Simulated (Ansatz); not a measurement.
## NiPtCl6: relaxing a made-up structure

This structure for NiPtCl6 is made up. Its elements were placed in a known structure type with a cell scaled to their sizes. What cell does the guess relax to, and how far off was it?

Program: Ansatz 0.2.0. Level of theory: DFT, PBE, plane-wave PAW, files of the set soft_1, scalar-relativistic, ferromagnetic start, cell and ions relaxed at zero pressure; PAW set soft_1, in the first sound run; inputs show where later runs differ. Results are calculated unless marked as measured.

### Step 1. Starting point

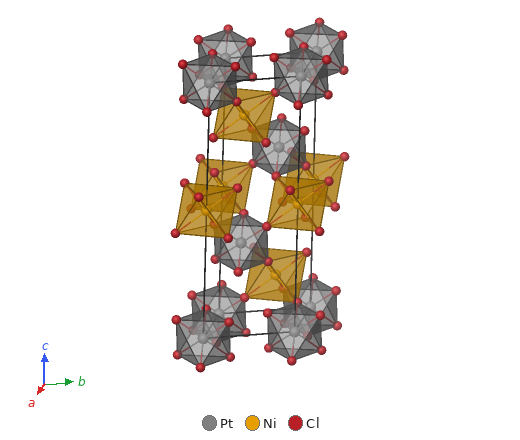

The starting structure, seen slightly off an axis (platinum grey, nickel orange, chlorine red). This picture shows the conventional cell, with its axes. Some periodic images of atoms are drawn too.

### Step 2. Relaxation of the guess

The guess takes its coordinates from another compound and its volume from a rule, so the cell and any free coordinates are relaxed together.

input.yaml

```yaml
crystal:
  lattice:
    - [3.2, 1.847520861, 5.776]
    - [-3.2, 1.847520861, 5.776]
    - [0.0, -3.695041723, 5.776]
  atoms:
    - { symbol: Pt, position: [0.0, 0.0, 0.0] }
    - { symbol: Ni, position: [0.5, 0.5, 0.5], spin: 1.0 }
    - { symbol: Cl, position: [0.3788, 0.1149, 0.7571] }
    - { symbol: Cl, position: [0.1149, 0.7571, 0.3788] }
    - { symbol: Cl, position: [0.7571, 0.3788, 0.1149] }
    - { symbol: Cl, position: [0.6212, 0.8851, 0.2429] }
    - { symbol: Cl, position: [0.8851, 0.2429, 0.6212] }
    - { symbol: Cl, position: [0.2429, 0.6212, 0.8851] }
magnetization:
  spin_polarized: true
kpoints:
  mp_grid: { grid: [5, 5, 5] }
scf:
  occupations: { method: fermi_dirac, width: 0.05 }
hamiltonian:
  xc: pbe
  pseudopotentials: { kind: paw, azcp: { folder: soft_1 } }
relax:
  f_tol: 0.015
  max_steps: 70
  cell: {}
output:
  forces: true
  stress: true
```

On the command line:

```sh
ansatz run input.yaml --threads 4 --pin off --max-ram 10240MiB --backend cpu --events-out ev --progress --plain --runs-dir out
```

Numbers of over 12 decimals in the logs are rounded to 6 here.

The program printed:

```text
Engine: ansatz 0.2.0, aarch64-unknown-linux-gnu
Pseudopotentials: kind: paw
Pseudopotential: Pt, paw, valence charge 18, recommended cutoff 420 eV (normal), soft_1/Pt.paw.azcp
Pseudopotential: Ni, paw, valence charge 18, recommended cutoff 420 eV (normal), soft_1/Ni.paw.azcp
Pseudopotential: Cl, paw, valence charge 7, recommended cutoff 420 eV (normal), soft_1/Cl.paw.azcp
Functional definition: PBE
  parameter kappa = 0.804
  parameter beta = 0.066725
  exchange = pbe_x(kappa = kappa, mu = beta*pi^2/3)
  correlation = pbe_c(beta = beta)
Crystal: 8 atoms, lattice volume = 204.889 Å³
Basis set: ecut = 420 eV, 4015 PW (Γ), exchange–correlation on 96×96×96 points (8 copies of the dense FFT grid, shifted against one another)
Bands: 48, of which v1, the nominal top of the filled ones, is band 39 counted from 1 (38 counted from 0)
Symmetry: 6 space group operations
Space group: R-3 (ITA 148), of the structure as read, at distance tolerance 5.9e-5 Å
Magnetic group: BNS 148.17 (UNI 1247), of the structure as read, at distance tolerance 5.9e-5 Å
k-points: 23 of 125
Non-local potential: Pt, projectors of the file, l = 0: 3, l = 1: 2, l = 2: 2, l = 3: 1
Non-local potential: Ni, projectors of the file, l = 0: 3, l = 1: 2, l = 2: 3, l = 3: 1
Non-local potential: Cl, projectors of the file, l = 0: 2, l = 1: 2, l = 2: 1
PAW form: soft (Blöchl's): semilocal exchange-correlation on the pseudo side does not see the compensation charge
PAW one-centre angular grid: Pt, 590 points (default); XC on 64 Gauss nodes
PAW one-centre angular grid: Ni, 590 points (default); XC on 64 Gauss nodes
PAW one-centre angular grid: Cl, 110 points (default); XC on 64 Gauss nodes
Initial density: superposition of atomic densities (chi_scale 0.1, normalization cell, long waves kept (reshape's long-wave potential 0.04 eV rms))
Starting moments: Σ|m| = 1 μB on 1 of 8 sites
Initial wavefunctions: pseudopotential atomic-orbital guess
Functional: x = pbe(κ = 0.804, μ = 0.219515), c = pbe(β = 0.066725)
SCF iter   1: F=—  HF=-24844.361308 eV  |F-HF|=—  |Δ(HF+E_count)|=         —  Δρ=7.98e-2 (↑5.68e-2 ↓7.98e-2)  dr2=4.78e1  dr2_m=3.21e-1  M=1.093 μB ∫|m|=1.102 μB  β_m=0.30  ethr=3.10e-3  ⟨swp⟩=9.5  Hψ=10311  notcnv=0  defer=14
Mixer restart at iter 1: flushing history
preconditioner: auto → Kerker (q_TF=auto, 2.323 Å⁻¹)  [metal: Δε(μ)=0.000 eV  Ē_g=9.537 eV  σ=0.050 eV  W_gap=0.00  n_scr=52 (ndim 8)  ℏωp=20.4 eV  f_vac=0.103  D(μ)=11.52/eV (n_scr^D=118)]
spin=Collinear: Kerker preconditioning applied to the charge; magnetization (m = ρ↑ − ρ↓) channel mixes plain (no charge-response kernel on spin).
SCF iter   2: F=—  HF=-24844.608373 eV  |F-HF|=—  |Δ(HF+E_count)|=   2.47e-1  Δρ=3.03e-2 (↑1.73e-2 ↓3.03e-2)  dr2=1.62e0  dr2_m=3.64e-1  M=1.895 μB ∫|m|=1.908 μB  β_m=0.29  ethr=3.10e-3  ⟨swp⟩=4.7  Hψ=5932  notcnv=0  defer=140
preconditioner: auto → Resta (q_TF=auto, 2.323 Å⁻¹)  ε∞=5.5  [insulator: Δε(μ)=0.180 eV  Ē_g=9.602 eV  σ=0.050 eV  W_gap=0.70  n_scr=52 (ndim 8)  ℏωp=20.4 eV  f_vac=0.106  D(μ)=2.10/eV (n_scr^D=14)  ε∞_Penn≈5.5]
spin=Collinear: Resta preconditioning applied to the charge; magnetization (m = ρ↑ − ρ↓) channel mixes plain (no charge-response kernel on spin).
SCF iter   3: F=—  HF=-24844.086582 eV  |F-HF|=—  |Δ(HF+E_count)|=   5.22e-1  Δρ=1.89e-2 (↑1.55e-2 ↓1.89e-2)  dr2=1.08e0  dr2_m=2.43e-1  M=1.957 μB ∫|m|=1.981 μB  β_m=0.58  ethr=2.07e-3  ⟨swp⟩=3.2  Hψ=3751  notcnv=0  defer=98
SCF iter   4: F=—  HF=-24844.423055 eV  |F-HF|=—  |Δ(HF+E_count)|=   3.36e-1  Δρ=2.71e-2 (↑1.16e-2 ↓2.71e-2)  dr2=1.65e0  dr2_m=1.51e-1  M=1.998 μB ∫|m|=2.069 μB  β_m=0.48  ethr=1.38e-3  ⟨swp⟩=3.9  Hψ=4758  notcnv=0  defer=99
SCF iter   5: F=—  HF=-24844.078860 eV  |F-HF|=—  |Δ(HF+E_count)|=   3.44e-1  Δρ=1.29e-2 (↑3.86e-3 ↓1.29e-2)  dr2=3.98e-1  dr2_m=4.14e-2  M=1.999 μB ∫|m|=2.094 μB  β_m=0.65  ethr=1.38e-3  ⟨swp⟩=3.0  Hψ=4553  notcnv=0  defer=100
SCF iter   6: F=—  HF=-24844.084556 eV  |F-HF|=—  |Δ(HF+E_count)|=   5.70e-3  Δρ=4.68e-3 (↑1.47e-3 ↓4.68e-3)  dr2=4.67e-2  dr2_m=1.38e-2  M=1.999 μB ∫|m|=2.094 μB  β_m=0.69  ethr=5.10e-4  ⟨swp⟩=3.0  Hψ=3340  notcnv=0  defer=87
SCF iter   7: F=—  HF=-24844.084225 eV  |F-HF|=—  |Δ(HF+E_count)|=         —  Δρ=1.64e-3 (↑1.64e-3 ↓1.18e-3)  dr2=5.50e-3  dr2_m=2.71e-3  M=1.999 μB ∫|m|=2.101 μB  β_m=0.69  ethr=5.98e-5  ⟨swp⟩=2.1  Hψ=3179  notcnv=0  defer=87
Mixer restart at iter 7: flushing history
SCF iter   8: F=—  HF=-24844.084787 eV  |F-HF|=—  |Δ(HF+E_count)|=   5.62e-4  Δρ=9.90e-4 (↑9.90e-4 ↓6.90e-4)  dr2=5.60e-3  dr2_m=3.01e-4  M=1.999 μB ∫|m|=2.104 μB  β_m=0.72  ethr=7.05e-6  ⟨swp⟩=2.4  Hψ=3404  notcnv=0  defer=87
SCF iter   9: F=—  HF=-24844.084746 eV  |F-HF|=—  |Δ(HF+E_count)|=         —  Δρ=5.65e-4 (↑3.41e-4 ↓5.65e-4)  dr2=2.64e-3  dr2_m=7.13e-5  M=1.999 μB ∫|m|=2.106 μB  β_m=0.72  ethr=7.05e-6  ⟨swp⟩=2.0  Hψ=3909  notcnv=0  defer=87
Mixer restart at iter 9: flushing history
SCF iter  10: F=—  HF=-24844.084920 eV  |F-HF|=—  |Δ(HF+E_count)|=   1.74e-4  Δρ=9.26e-4 (↑6.73e-4 ↓9.26e-4)  dr2=5.22e-3  dr2_m=5.34e-5  M=1.999 μB ∫|m|=2.106 μB  β_m=0.40  ethr=3.39e-6  ⟨swp⟩=2.0  Hψ=4142  notcnv=0  defer=87
SCF iter  11: F=—  HF=-24844.084412 eV  |F-HF|=—  |Δ(HF+E_count)|=   5.08e-4  Δρ=1.89e-4 (↑1.89e-4 ↓1.74e-4)  dr2=3.20e-4  dr2_m=3.92e-6  M=1.999 μB ∫|m|=2.106 μB  β_m=0.54  ethr=3.39e-6  ⟨swp⟩=2.2  Hψ=3201  notcnv=0  defer=87
SCF iter  12: F=—  HF=-24844.084397 eV  |F-HF|=—  |Δ(HF+E_count)|=   1.52e-5  Δρ=8.40e-5 (↑8.40e-5 ↓7.90e-5)  dr2=3.73e-5  dr2_m=1.28e-6  M=1.999 μB ∫|m|=2.107 μB  β_m=0.56  ethr=4.10e-7  ⟨swp⟩=2.1  Hψ=3128  notcnv=0  defer=87
SCF iter  13: F=—  HF=-24844.084398 eV  |F-HF|=—  |Δ(HF+E_count)|=   1.46e-6  Δρ=4.76e-5 (↑1.77e-5 ↓4.76e-5)  dr2=6.60e-6  dr2_m=4.98e-7  M=1.999 μB ∫|m|=2.107 μB  β_m=0.78  ethr=4.79e-8  ⟨swp⟩=2.0  Hψ=3543  notcnv=0  defer=87
SCF iter  14: F=—  HF=-24844.084400 eV  |F-HF|=—  |Δ(HF+E_count)|=   1.59e-6  Δρ=1.80e-5 (↑1.04e-5 ↓1.80e-5)  dr2=1.07e-6  dr2_m=4.12e-8  M=1.999 μB ∫|m|=2.107 μB  β_m=0.76  ethr=8.47e-9  ⟨swp⟩=2.0  Hψ=2907  notcnv=0  defer=87
SCF iter  15: F=—  HF=-24844.084400 eV  |F-HF|=—  |Δ(HF+E_count)|=   1.02e-7  Δρ=9.87e-6 (↑2.01e-6 ↓9.87e-6)  dr2=2.31e-7  dr2_m=3.79e-8  M=1.999 μB ∫|m|=2.107 μB  β_m=0.88  ethr=1.37e-9  ⟨swp⟩=2.1  Hψ=3912  notcnv=0  defer=87
SCF iter  16: F=—  HF=-24844.084400 eV  |F-HF|=—  |Δ(HF+E_count)|=   7.76e-8  Δρ=5.57e-6 (↑1.80e-6 ↓5.57e-6)  dr2=8.61e-8  dr2_m=8.48e-9  M=1.999 μB ∫|m|=2.107 μB  β_m=0.92  ethr=2.96e-10  ⟨swp⟩=1.1  Hψ=2236  notcnv=0  defer=87
[...]
Basis set: ecut = 420 eV, 3319 PW (Γ), exchange–correlation on 90×90×90 points (8 copies of the dense FFT grid, shifted against one another)
Initial wavefunctions: pseudopotential atomic-orbital guess (no wavefunctions were taken with the density)
iter 1 solved again at ethr=1.11e-6 eV; its pass at ethr=3.10e-3 eV (dr2=8.64e-4 eV) is discarded
SCF iter   1: F=—  HF=-24844.756876 eV  |F-HF|=—  |Δ(HF+E_count)|=         —  Δρ=3.93e-4 (↑1.71e-4 ↓3.93e-4)  dr2=3.63e-4  dr2_m=2.55e-5  M=2.000 μB ∫|m|=2.099 μB  β_m=0.65  ethr=1.11e-6  ⟨swp⟩=3.3  Hψ=16958  notcnv=0
preconditioner: auto → Resta (q_TF=auto, 2.395 Å⁻¹)  ε∞=5.5  [insulator: Δε(μ)=0.513 eV  Ē_g=10.514 eV  σ=0.050 eV  W_gap=0.99  n_scr=46 (ndim 8)  ℏωp=22.4 eV  f_vac=0.045  D(μ)=0.03/eV (n_scr^D=0)  ε∞_Penn≈5.5]
spin=Collinear: Resta preconditioning applied to the charge; magnetization (m = ρ↑ − ρ↓) channel mixes plain (no charge-response kernel on spin).
SCF iter   2: F=—  HF=-24844.756799 eV  |F-HF|=—  |Δ(HF+E_count)|=   7.62e-5  Δρ=9.05e-5 (↑9.05e-5 ↓5.97e-5)  dr2=1.15e-5  dr2_m=1.64e-6  M=2.000 μB ∫|m|=2.099 μB  β_m=0.53  ethr=4.65e-7  ⟨swp⟩=2.0  Hψ=2748  notcnv=0
SCF iter   3: F=—  HF=-24844.756827 eV  |F-HF|=—  |Δ(HF+E_count)|=   2.74e-5  Δρ=7.16e-5 (↑7.16e-5 ↓4.90e-5)  dr2=1.31e-5  dr2_m=2.91e-7  M=2.000 μB ∫|m|=2.099 μB  β_m=0.50  ethr=1.47e-8  ⟨swp⟩=2.0  Hψ=4021  notcnv=0
SCF iter   4: F=—  HF=-24844.756833 eV  |F-HF|=—  |Δ(HF+E_count)|=   5.74e-6  Δρ=6.73e-5 (↑1.13e-5 ↓6.73e-5)  dr2=7.20e-6  dr2_m=1.83e-6  M=2.000 μB ∫|m|=2.099 μB  β_m=0.75  ethr=1.47e-8  ⟨swp⟩=2.0  Hψ=3997  notcnv=0
SCF iter   5: F=—  HF=-24844.756861 eV  |F-HF|=—  |Δ(HF+E_count)|=   2.87e-5  Δρ=6.82e-5 (↑1.04e-5 ↓6.82e-5)  dr2=1.03e-5  dr2_m=1.85e-6  M=2.000 μB ∫|m|=2.099 μB  β_m=0.88  ethr=9.22e-9  ⟨swp⟩=2.4  Hψ=4025  notcnv=0
SCF iter   6: F=—  HF=-24844.756879 eV  |F-HF|=—  |Δ(HF+E_count)|=   1.74e-5  Δρ=3.90e-5 (↑1.28e-5 ↓3.90e-5)  dr2=3.92e-6  dr2_m=5.21e-7  M=2.000 μB ∫|m|=2.099 μB  β_m=0.84  ethr=9.22e-9  ⟨swp⟩=2.9  Hψ=4252  notcnv=0
SCF iter   7: F=—  HF=-24844.756879 eV  |F-HF|=—  |Δ(HF+E_count)|=   5.37e-7  Δρ=1.83e-5 (↑4.87e-6 ↓1.83e-5)  dr2=8.52e-7  dr2_m=7.94e-8  M=2.000 μB ∫|m|=2.099 μB  β_m=0.87  ethr=5.03e-9  ⟨swp⟩=3.2  Hψ=4339  notcnv=0
SCF iter   8: F=—  HF=-24844.756881 eV  |F-HF|=—  |Δ(HF+E_count)|=   1.32e-6  Δρ=5.56e-6 (↑9.58e-7 ↓5.56e-6)  dr2=7.38e-8  dr2_m=1.01e-8  M=2.000 μB ∫|m|=2.099 μB  β_m=0.93  ethr=1.09e-9  ⟨swp⟩=2.1  Hψ=3953  notcnv=0
SCF iter   9: F=—  HF=-24844.756881 eV  |F-HF|=—  |Δ(HF+E_count)|=   1.40e-7  Δρ=7.37e-7 (↑2.66e-7 ↓7.37e-7)  dr2=2.60e-9  dr2_m=1.26e-10  M=2.000 μB ∫|m|=2.099 μB  β_m=0.97  ethr=9.47e-11  ⟨swp⟩=3.0  Hψ=4373  notcnv=0
SCF iter  10: F=—  HF=-24844.756881 eV  |F-HF|=—  |Δ(HF+E_count)|=  3.82e-10  Δρ=9.96e-7 (↑1.82e-7 ↓9.96e-7)  dr2=2.75e-9  dr2_m=2.78e-10  M=2.000 μB ∫|m|=2.099 μB  β_m=0.97  ethr=3.34e-12  ⟨swp⟩=2.1  Hψ=3059  notcnv=0
SCF iter  11: F=—  HF=-24844.756881 eV  |F-HF|=—  |Δ(HF+E_count)|=   1.63e-9  Δρ=4.21e-7 (↑5.32e-8 ↓4.21e-7)  dr2=4.35e-10  dr2_m=5.60e-11  M=2.000 μB ∫|m|=2.099 μB  β_m=0.97  ethr=3.34e-12  ⟨swp⟩=2.3  Hψ=3369  notcnv=0
SCF iter  12: F=—  HF=-24844.756881 eV  |F-HF|=—  |Δ(HF+E_count)|=  3.13e-10  Δρ=3.12e-8 (↑1.78e-8 ↓3.12e-8)  dr2=2.13e-12  dr2_m=1.03e-13  M=2.000 μB ∫|m|=2.099 μB  β_m=0.84  ethr=1.00e-12  ⟨swp⟩=2.1  Hψ=3335  notcnv=0
SCF iter  13: F=-24844.756881 eV  HF=-24844.756881 eV  |F-HF|=3.27e-11  |Δ(HF+E_count)|=  3.64e-12  Δρ=1.01e-7 (↑1.49e-8 ↓1.01e-7)  dr2=2.55e-11  dr2_m=3.03e-12  M=2.000 μB ∫|m|=2.099 μB  ethr=1.00e-12  ⟨swp⟩=3.1  Hψ=7062  notcnv=0
SCF 6 converged in 13 iterations: F = -24844.756881 eV  dr2 = 2.55e-11
relax step   6: F+E_penalty+E_count = -24844.75688069 eV  Δ(F+E_penalty+E_count) = +4.868e-3 eV  max|allowed force component| = 5.538e-3 eV/Å  Δτ_max = 0.0000 Å  P = -0.017 GPa  Ω = 170.521 Å³  stress off target by 3.13e-2 GPa  SCF on the basis re-selected at this cell (its energy is not comparable with the rows above)  (13 SCF iters)
basis re-selected at this cell: Δ(F+E_penalty+E_count) = +4.868e-3 eV, ΔP = +0.001 GPa vs the last step (what re-selecting the basis moved, of the pressure what is left beyond the Pulay correction that the steps carried, after the strain that the cell walked since its last selection, with what the two solves' SCF thresholds leave and, on support functions, any second-order correction that the steps lacked; it is no measure of the basis error at this ecutwfc). The dense FFT grid was sized anew with the basis: this SCF ran on 45×45×45 points, the steps before it on 48×48×48, so part of this shift can come from that change (see relax.cell in the input reference). [rest of the remark cut]
SCF converged after 13 iterations
Magnetization: 1.9997 μB (39.9999 up, 38.0001 down)
Absolute magnetization: 2.1005 μB (∫|ρ↑−ρ↓|, with the PAW one-centre terms)
Spin contamination: 0.0137 ħ² per cell (⟨S²⟩ above its minimum at these occupations)
Per-site moments (μB) at R_I (Å): [(0.068527, 0.978307), (1.365886, 0.991406), (0.074582, 0.978307), (0.074582, 0.978307), (0.074582, 0.978307), (0.074582, 0.978307), (0.074582, 0.978307), (0.074582, 0.978307)]
Free energy (F): -24844.756881 eV
Harris-Foulkes:  -24844.756881 eV  (|F-HF|=3.27e-11)
Internal energy: -24844.756244 eV  (E = F + TS)
E sigma→0 (E₀):  -24844.756562 eV
Entropy (-TS):   -0.000637 eV (-0.080 meV/atom)
Fermi energy:    5.354412 eV
--- Per-component energies (eV) ---
  E_band       = -1012.824046
  E_kinetic    = 1838.859179
  E_local      = -9176.426559  (includes V_loc(G=0)·N_el)
  E_nonlocal   = 276.551213
  E_hartree    = 4043.638731
  E_xc         = -983.803791
  E_vxc        = -1107.712740  (∫ρ·V_xc dr)
  E_paw        = -15094.329614  (= ΣΔE_a)
  E_vpaw       = -931.375744  (= ΣTr[D̂ρ^β])
  E_aug_tail   = 0.002730  (compensation charges beyond the density's cutoff)
  E_ewald      = -5749.248133
  E_smearing   = -0.000637  (= −TS)
  E_closure    = 0.000000  (closes the sum)
  Σ components = -24844.756881   (vs F -24844.756881, Δ=0.00e0)
--- Forces (eV/Å), atoms counted from 1 ---
  atom   1  Pt    -0.00000000     0.00000000     0.00000000
  atom   2  Ni     0.00000000     0.00000000     0.00000000
  atom   3  Cl     0.00496269    -0.00005868    -0.00553795
  atom   4  Cl    -0.00253216    -0.00426847    -0.00553795
  atom   5  Cl    -0.00243053     0.00432715    -0.00553795
  atom   6  Cl    -0.00496269     0.00005868     0.00553795
  atom   7  Cl     0.00253216     0.00426847     0.00553795
  atom   8  Cl     0.00243053    -0.00432715     0.00553795
  max |Σ_I F_I| component: 6.51e-18 eV/Å
--- Stress (GPa, compression-positive) ---
       -0.031264      -0.000000      -0.000000
        0.000000      -0.031264      -0.000000
       -0.000000      -0.000000       0.010845
  P = ⅓ Tr σ = -0.0172 GPa (-0.172 kbar)
--- Relaxed structure (5 steps of the walk, 5 accepted, 1 SCFs on fresh bases) ---
  F+E_penalty+E_count = -24844.75688069 eV   max|allowed force component| = 5.538e-3 eV/Å   (the final SCF, on the basis selected at the relaxed cell)
  cell:  # Å, volume = 170.5205 Å³
    - [3.018355, 1.742648, 5.403130]
    - [-3.018355, 1.742648, 5.403130]
    - [5.501071624175109e-18, -3.485296, 5.403130]
  atoms:
    - { symbol: Pt, position: [-6.617435998040062e-19, 1.429377001035787e-19, 6.502015923660845e-19] }
    - { symbol: Ni, position: [0.5, 0.5, 0.500000] }
    - { symbol: Cl, position: [0.399517, 0.096164, 0.755491] }
    - { symbol: Cl, position: [0.096164, 0.755491, 0.399517] }
    - { symbol: Cl, position: [0.755491, 0.399517, 0.096164] }
    - { symbol: Cl, position: [0.600483, 0.903836, 0.244509] }
    - { symbol: Cl, position: [0.903836, 0.244509, 0.600483] }
    - { symbol: Cl, position: [0.244509, 0.600483, 0.903836] }
```

It took 52 s on 4 threads of Arm Neoverse V1, shared host; peak memory 0.8 GiB.

Relaxation path:

```tsv
step	energy less that of the first step (eV)	largest force component (eV/Å)	pressure (GPa)	volume (Å³)
1	0.0000	0.3668	-6.14	204.89
2	-0.5746	0.1779	-1.50	182.93
3	-0.6630	0.0348	0.80	167.47
4	-0.6763	0.0106	-0.12	171.16
5	-0.6773	0.0056	-0.02	170.52
6*	-0.6725	0.0055	-0.02	170.52
```

Relaxation steps marked * repeat the geometry before them on a plane-wave basis chosen anew for their cell, so energy and pressure can jump there.

Forces are held to the 6 operations that the run works with; a distortion that breaks them can't arise in this run.

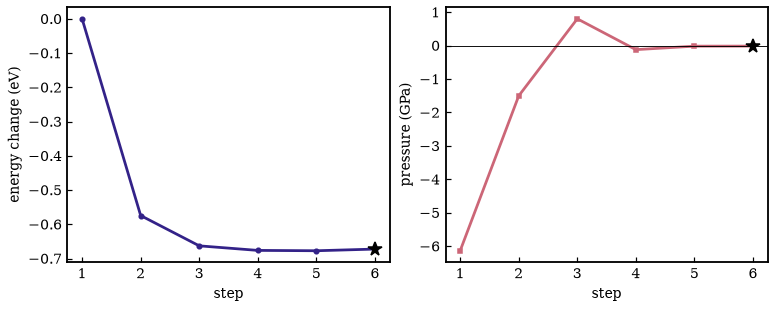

Energy and pressure along the relaxation. Stars mark steps on a basis chosen anew.

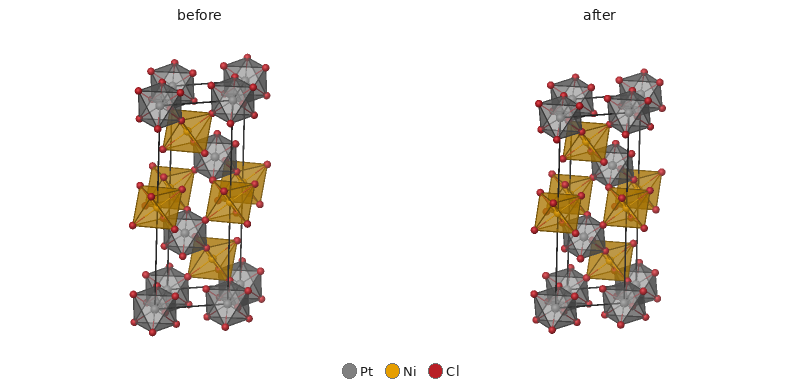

Before and after, at one scale.

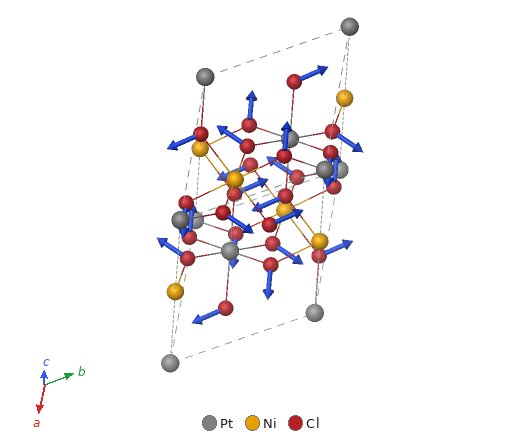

Displacements in the relaxation, exaggerated, measured against the changing cell; the longest in the cell stands for 0.12 Å. Bonds to atoms that aren't drawn are left out. Some periodic images of atoms are drawn too.

```tsv
conventional cell, symmetrised	before	after	change
a (Å)	6.400	6.037	-5.7 %
b (Å)	6.400	6.037	-5.7 %
c (Å)	17.328	16.209	-6.5 %
volume (Å³/atom)	25.61	21.32	-16.8 %
```

The atoms that moved most (Å, as changes of fractional coordinates times the final cell):

```tsv
atom	dx	dy	dz	length
Cl7	0.052	0.108	-0.002	0.119
Cl5	-0.067	0.099	0.002	0.119
Cl3	0.119	0.009	0.002	0.119
Cl4	-0.052	-0.108	0.002	0.119
Cl8	0.067	-0.099	-0.002	0.119
Cl6	-0.119	-0.009	-0.002	0.119
```

The relaxed structure:

```cif
data_structure
_symmetry_space_group_name_H-M 'P 1'
_symmetry_Int_Tables_number 1
_cell_length_a 6.4297
_cell_length_b 6.4297
_cell_length_c 6.4297
_cell_angle_alpha 55.996
_cell_angle_beta 55.996
_cell_angle_gamma 55.996
_cell_volume 170.52
loop_
_atom_site_label
_atom_site_type_symbol
_atom_site_fract_x
_atom_site_fract_y
_atom_site_fract_z
_atom_site_occupancy
Pt1 Pt 0.00000 0.00000 0.00000 1
Ni2 Ni 0.50000 0.50000 0.50000 1
Cl3 Cl 0.39952 0.09616 0.75549 1
Cl4 Cl 0.09616 0.75549 0.39952 1
Cl5 Cl 0.75549 0.39952 0.09616 1
Cl6 Cl 0.60048 0.90384 0.24451 1
Cl7 Cl 0.90384 0.24451 0.60048 1
Cl8 Cl 0.24451 0.60048 0.90384 1
```

This step gave:

```yaml
free_energy: -24844.7569 eV
energy_at_zero_smearing: -24844.7566 eV
smearing_term_ts: 6.37e-4 eV
fermi_energy: 5.354 eV
gap_by_band_count: 0.5096 eV
magnetization: 2.000 μB
absolute_magnetization: 2.101 μB
site_moments: 0.06853, 1.366, 0.07458, 0.07458, 0.07458, 0.07458, 0.07458, 0.07458 μB
electrons: 78
symmetry_operations: 6
pressure: -0.01723 GPa
```

Site moment by atom:

```tsv
atom	site moment (μB)
Pt1	0.07
Ni2	1.37
Cl3	0.07
Cl4	0.07
Cl5	0.07
Cl6	0.07
Cl7	0.07
Cl8	0.07
```

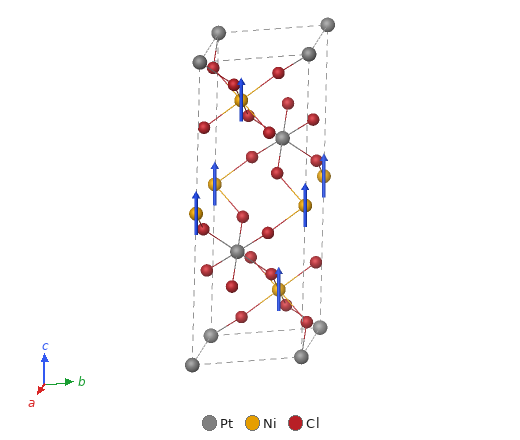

Site moment as arrows, the longest 1.37 μB. Up and down stand for the sign. Arrows give size and sign along the axis of quantisation, drawn up and down the page. Bonds to atoms that aren't drawn are left out. Some periodic images of atoms are drawn too.

[end of part 1 of 2]

[Logs are printed without paths, hosts, clocks, repeated set-up lines and the standing remarks that a program may print on its own settings, such as how far it seeks lower states.]

[Hosts, paths, dates, database ids (printed as entryN), source tags and the programs' standing remarks are cut or masked in the printed files.]
